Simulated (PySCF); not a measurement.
Core-level calculation of C₂H₈N₂OSi

The run: core-level calculation of C₂H₈N₂OSi, SMILES CN[SiH2]C(N)=O. Method and program: delta-SCF UKS PBE0, pcX-2 on the ionised atom, pcseg-1 elsewhere, spin-free X2C (PySCF 2.14.0).

Figures and captions count atoms from 1; the log counts them from 0 in places.

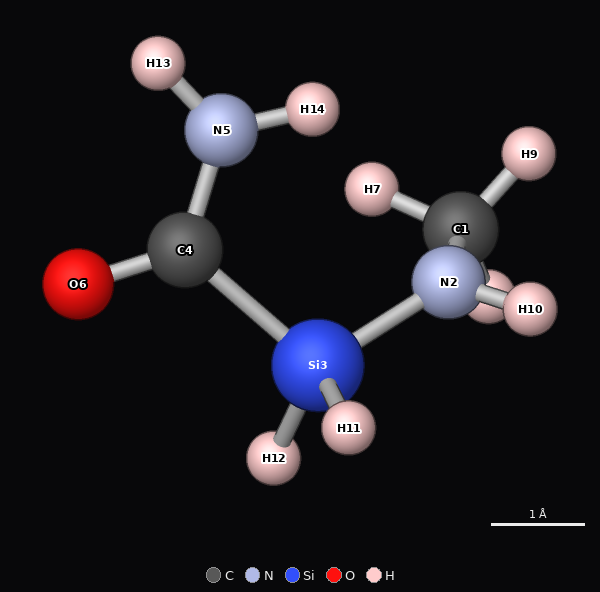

**Figure 1.** The structure as given in the input (ball-and-stick view, seen at a tilt; atoms are numbered from 1 in the order of the input). Bond lengths as drawn: C–H 1.10 to 1.11 Å, C–N 1.36 to 1.45 Å, C–O 1.22 Å, C–Si 1.93 Å, H–N 1.01 Å, H–Si 1.49 to 1.50 Å and N–Si 1.74 Å.

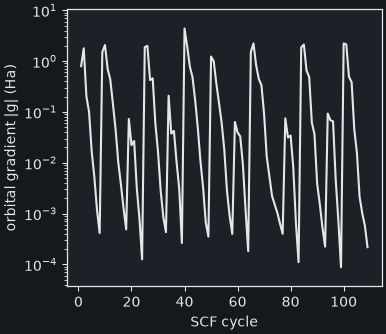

**Figure 2.** Convergence of the self-consistent field: orbital gradient |g| against the SCF cycle. All cycles printed in the log are drawn one after another.

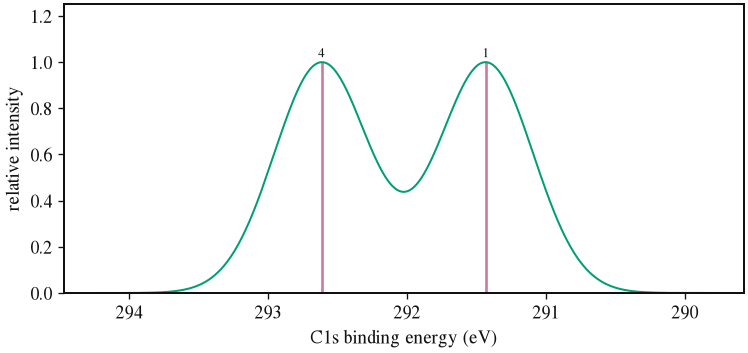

**Figure 3.** C1s binding energies by ΔSCF of the atoms computed, labelled by atom number, with a Gaussian envelope of 0.8 eV full width. They run from 291.43 eV (atom 1) to 292.61 eV (atom 4).

These pictures come from the run below.

Input file:
```
{"job": {"kind": "xps", "xc": "PBE0"}, "charge": 0, "multiplicity": 1}
C     -1.586862     0.836937     0.680990
N     -0.619168     0.528135    -0.351020
Si    -0.071812    -1.099273    -0.651513
C      1.130857    -1.601245     0.767385
N      1.580260    -0.561034     1.514677
O      1.459504    -2.759819     0.942474
H     -1.371299     0.242141     1.583127
H     -2.635958     0.626978     0.396247
H     -1.527693     1.896812     0.979296
H     -0.679431     1.144605    -1.154458
H      0.667770    -1.079073    -1.946872
H     -1.154283    -2.129792    -0.697618
H      2.250518    -0.724037     2.258061
H      1.295518     0.381877     1.279141
```

The first line tells a small driver script what to run in PySCF; the rest is the geometry in Å.

Launched with:
```bash
OMP_NUM_THREADS=1 python <driver script> task.json out
```

Log:
```
ground state, core basis on atom 0 (C), 159 functions
  cycle   1  E = -555.35558635  |g| = 7.98e-01
  cycle   2  E = -554.81373457  |g| = 1.79e+00
  cycle   3  E = -555.48291055  |g| = 2.02e-01
  cycle   4  E = -555.48987391  |g| = 1.00e-01
  cycle   5  E = -555.49197822  |g| = 1.65e-02
  cycle   6  E = -555.49203861  |g| = 5.20e-03
  cycle   7  E = -555.49204523  |g| = 1.17e-03
  cycle   8  E = -555.49204381  |g| = 4.15e-04
  E(ground) = -555.49203091 Eh
hole in C 1s of atom 0
  cycle   1  E = -544.23637289  |g| = 1.51e+00
  cycle   2  E = -542.90157013  |g| = 2.08e+00
[... 8 cycles left out ...]
  E(ion) = -544.78216059 Eh   <S^2> = 0.7634   hole on atom = 1.000   binding energy = 291.430 eV
ground state, core basis on atom 1 (N), 159 functions
[... 6 cycles left out ...]
  E(ground) = -555.50554404 Eh
hole in N 1s of atom 1
[... 9 cycles left out ...]
  E(ion) = -540.64944591 Eh   <S^2> = 0.7608   hole on atom = 1.000   binding energy = 404.255 eV
ground state, core basis on atom 2 (Si), 170 functions
[... 6 cycles left out ...]
  E(ground) = -555.56236937 Eh
hole in Si 1s of atom 2
[... 10 cycles left out ...]
  E(ion) = -487.77505209 Eh   <S^2> = 0.7519   hole on atom = 1.000   binding energy = 1844.587 eV
hole in Si 2p of atom 2
[... 9 cycles left out ...]
  E(ion) = -551.63646442 Eh   <S^2> = 0.7526   hole on atom = 1.002   binding energy = 106.829 eV
  2p3/2 = 106.606 eV   2p1/2 = 107.222 eV
ground state, core basis on atom 3 (C), 159 functions
[... 6 cycles left out ...]
  E(ground) = -555.49843285 Eh
hole in C 1s of atom 3
[... 13 cycles left out ...]
  E(ion) = -544.74508673 Eh   <S^2> = 0.7738   hole on atom = 1.000   binding energy = 292.613 eV
ground state, core basis on atom 4 (N), 159 functions
[... 6 cycles left out ...]
  E(ground) = -555.50373228 Eh
hole in N 1s of atom 4
[... 10 cycles left out ...]
  E(ion) = -540.61227276 Eh   <S^2> = 0.7606   hole on atom = 1.000   binding energy = 405.217 eV
ground state, core basis on atom 5 (O), 159 functions
[... 6 cycles left out ...]
  E(ground) = -555.52043622 Eh
hole in O 1s of atom 5
  cycle   1  E = -534.98443036  |g| = 2.23e+00
  cycle   2  E = -534.63377696  |g| = 2.13e+00
  cycle   3  E = -535.72307019  |g| = 4.93e-01
  cycle   4  E = -535.75181121  |g| = 3.88e-01
  cycle   5  E = -535.81900333  |g| = 4.56e-02
  cycle   6  E = -535.81972587  |g| = 1.58e-02
  cycle   7  E = -535.81984958  |g| = 2.15e-03
  cycle   8  E = -535.81985146  |g| = 1.02e-03
  cycle   9  E = -535.81985276  |g| = 5.80e-04
  cycle  10  E = -535.81985311  |g| = 2.19e-04
  E(ion) = -535.81968573 Eh   <S^2> = 0.7596   hole on atom = 1.000   binding energy = 536.085 eV
```

Results in brief:

```json
{"quantity": "outcome", "value": "converged"}
{"quantity": "hardware", "value": "1 CPU thread, shared host"}
{"quantity": "wall time", "value": "65 s"}
{"quantity": "peak memory", "value": "0.73 GiB"}
```
